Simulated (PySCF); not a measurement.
**Ways to converge the SCF of F2ORu (triplet)**

Aim: find out which solver settings change the answer for F2ORu (triplet).

Program: PySCF 2.14.0. Level of theory: method and basis as typed in the scripts. These are calculated values, not measurements.

1 further run of the same task is left out (for a known fault of the program). Runs told in other sessions of the task aren't counted.

**1. Where the work starts**

F2ORu (triplet): 4 atoms, charge 0, spin multiplicity 3.

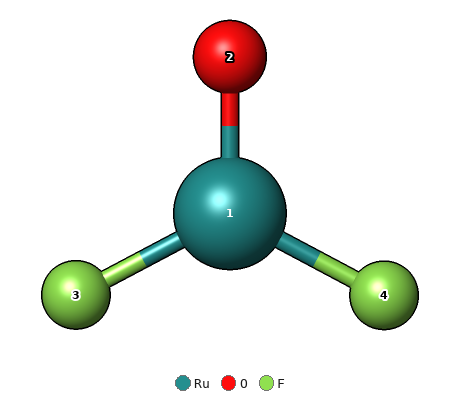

As it starts; ruthenium teal, oxygen red, fluorine green; atoms are numbered from 1 in the order of the file.

Geometry (Å):

| atom | x (Å) | y (Å) | z (Å) |
| --- | --- | --- | --- |
| Ru1 | -0.0198 | -0.0343 | 0.0000 |
| O2 | -0.8462 | -1.4656 | 0.0000 |
| F3 | 1.8168 | -0.0977 | 0.0000 |
| F4 | -0.9930 | 1.5246 | 0.0000 |

**2. The run that the others are compared with**

input.py

```python
from pyscf import gto, scf, mp

mol = gto.M(
    atom='Ru -0.0198 -0.0343 0; O -0.8462 -1.4656 0; F 1.8168 -0.0977 0; F -0.993 1.5246 0',
    basis='lanl2dz',
    ecp={'Ru': 'lanl2dz'},
    charge=0,
    spin=2,
    verbose=3,
)
mf = scf.UHF(mol)
mf.kernel()
mp.MP2(mf, frozen=3).kernel()
mf.dip_moment()
print('orbital energies (hartree):', [e[max(0, n-3):n+3].round(4) for e, n in zip(mf.mo_energy, mol.nelec)])
```

Started as:

```bash
$ OMP_NUM_THREADS=1 python input.py
```

The log of this run is left out.

**3. Second-order solver on**

Edit 1 changes second-order solver: off → on.

Changes to input.py since step 2:

```diff
@@ -11,2 +11,3 @@
 mf = scf.UHF(mol)
+mf = mf.newton()
 mf.kernel()
```

**4. DIIS space 20**

Edit 2 changes DIIS space: default → 20.

Changes to input.py since step 2:

```diff
@@ -11,2 +11,3 @@
 mf = scf.UHF(mol)
+mf.diis_space = 20
 mf.kernel()
```

**5. Damping 0.5**

Edit 3 changes damping: none → 0.5.

Changes to input.py since step 2:

```diff
@@ -11,2 +11,4 @@
 mf = scf.UHF(mol)
+mf.damp = 0.5
+mf.diis_start_cycle = 8
 mf.kernel()
```

**6. Initial guess core**

Edit 4 changes initial guess: minao → core.

Changes to input.py since step 2:

```diff
@@ -11,2 +11,3 @@
 mf = scf.UHF(mol)
+mf.init_guess = 'core'
 mf.kernel()
```

Before running it: what results should come out? Wanted: for each run, E(SCF); from base; SCF dipole; after the SCF.

The runs gave:

| run | E(SCF) (hartree) | from base (eV) | SCF dipole (D) | after the SCF |
| --- | --- | --- | --- | --- |
| base | -366.761156 | 0 | 0.70 | MP2 correlation -16.058 eV, core frozen |
| second-order solver on | -366.758325 | +0.0770 | 1.86 | MP2 correlation -12.419 eV, core frozen |
| DIIS space 20 | -366.761156 | 0.0000 | 0.70 | MP2 correlation -16.058 eV, core frozen |
| damping 0.5 | -366.761156 | 0.0000 | 0.70 | MP2 correlation -16.059 eV, core frozen |
| initial guess core | -366.761156 | 0.0000 | 0.70 | MP2 correlation -16.058 eV, core frozen |

In words: The SCF energy stays the same, to the digits that matter, with DIIS space 20 or damping 0.5 or initial guess core. PySCF falls back to minao for a guess that it doesn't know or can't read, so that run repeats the base. With second-order solver on the SCF ends in another solution, 0.08 eV higher: the path to self-consistency decides the state here.
